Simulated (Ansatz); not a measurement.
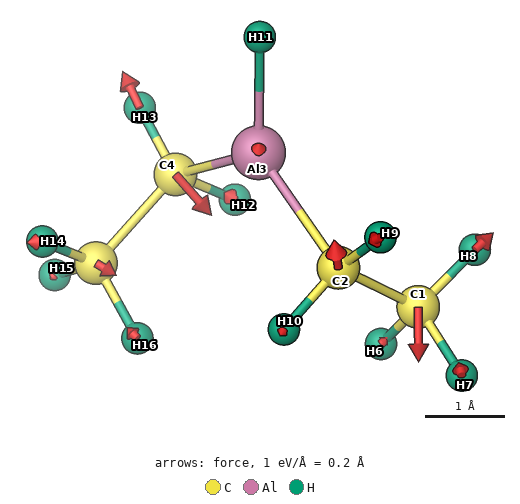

Starting geometry of C$_{4}$H$_{11}$Al (coarse preliminary run) with the computed forces as red arrows. Style: ball-and-stick. Shown at a tilt.

The start comes from a force field.

Computed with RKS PBE-D4/def2-SVP (Ansatz). Set-up: force threshold 0.03 eV/Å; at most 200 steps.

What follows when this structure is relaxed?

Answer. It isn't relaxed: the largest force vector, on C atoms, is 3.62 eV/Å. The final displacements have little in common with the starting forces (cosine between the two patterns −0.05). Over 28 geometry steps the energy falls by 12.4 kcal/mol. The largest force component goes from 3.1 to 0.024 eV/Å. The forces were under the threshold at step 11, but the run went on from there. An H atom moves most after the best rigid fit: 1.73 Å. By element the largest moves are H 1.73 Å, C 0.84 Å, Al 0.24 Å. Near-neighbour distances that change, for instance: C–H 1.039 → 1.116 Å, C–C 1.481 → 1.537 Å, C–H 1.168 → 1.116 Å, C–H 1.060 → 1.110 Å. Among the angles between lasting bonds that change: C–C–Al 109.0° → 119.7°, Al–C–H 115.1° → 106.1°, Al–C–C 113.6° → 119.8°. Groups turn about Al–C by about 55°, Al–C by about 55°.
